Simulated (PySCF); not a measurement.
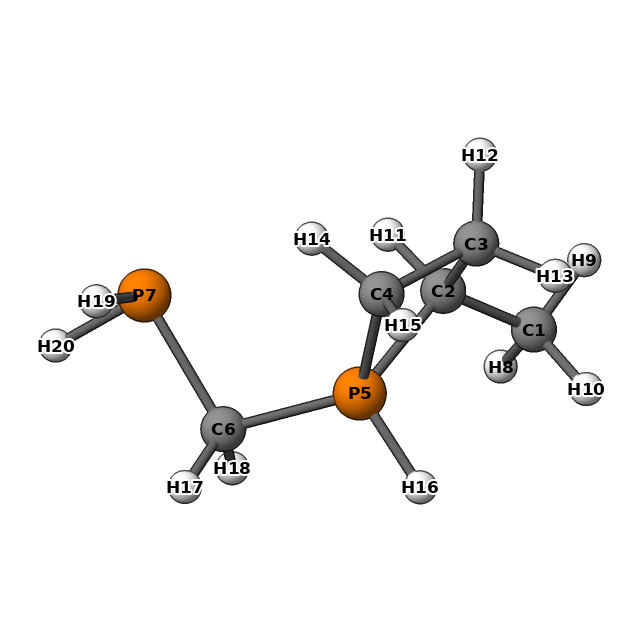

The questions are on isotropic NMR shieldings of the H atoms. Charge +1, singlet. The computed structure is the end point of a GFN2-xTB optimisation. No frequency run is at hand to confirm it as a minimum. Properties computed with GIAO PBE0/pcSseg-1 NMR shielding, non-relativistic, gas phase (PySCF 2.14.0).

List the isotropic NMR shieldings of the H atoms.

```json
{"atom": "H8", "σ (ppm)": "30.18"}
{"atom": "H9", "σ (ppm)": "29.74"}
{"atom": "H10", "σ (ppm)": "30.23"}
{"atom": "H11", "σ (ppm)": "27.31"}
{"atom": "H12", "σ (ppm)": "28.60"}
{"atom": "H13", "σ (ppm)": "29.09"}
{"atom": "H14", "σ (ppm)": "28.55"}
{"atom": "H15", "σ (ppm)": "29.01"}
{"atom": "H16", "σ (ppm)": "25.35"}
{"atom": "H17", "σ (ppm)": "28.71"}
{"atom": "H18", "σ (ppm)": "29.59"}
{"atom": "H19", "σ (ppm)": "28.37"}
{"atom": "H20", "σ (ppm)": "27.75"}
```

The geometry is semi-empirical. Around P such bond lengths and angles can be off by a tenth of an ångström or more and by several degrees, and values that hang on the shape move with them.
